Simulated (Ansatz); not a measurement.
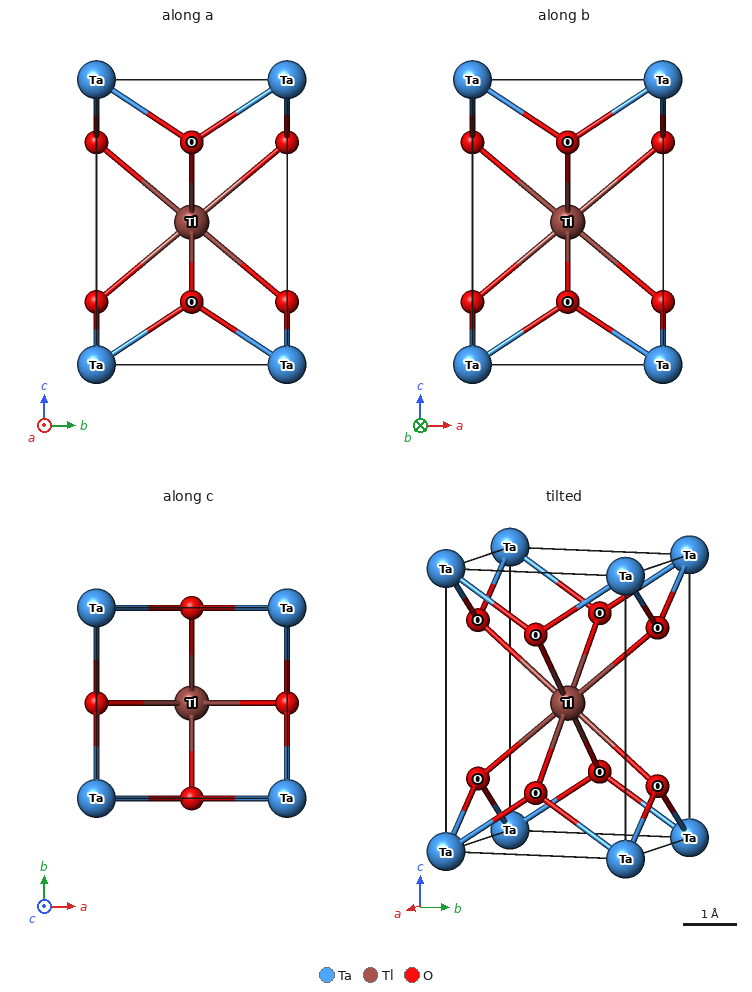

Ball-and-stick drawing of the structure, looking along the a axis, along the b axis, along the c axis and slightly off an axis. Thin lines show the conventional unit cell, with boundary atoms drawn in all their periodic places.

Lattice parameters: a = 3.598 Å, b = 3.598 Å, c = 5.379 Å, α = 90.00°, β = 90.00°, γ = 90.00°. Put a along x and b in the xy plane.

### Give the structure in the form of a POSCAR file, with free fractional coordinates to two decimals.

```
Ta Tl O
1.0
     3.598    0.000    0.000
     0.000    3.598    0.000
     0.000    0.000    5.379
Ta Tl O
1 1 4
Direct
  0.00 0.00 0.00
  0.50 0.50 0.50
  0.50 0.00 0.22
  0.00 0.50 0.78
  0.50 0.00 0.78
  0.00 0.50 0.22
```

The structure was taken from a structure type filled with these elements by a generator (whether the compound takes this form wasn't checked). Earlier steps of the study may have refined or changed the cell and positions. It was the input of a calculation with Ansatz.
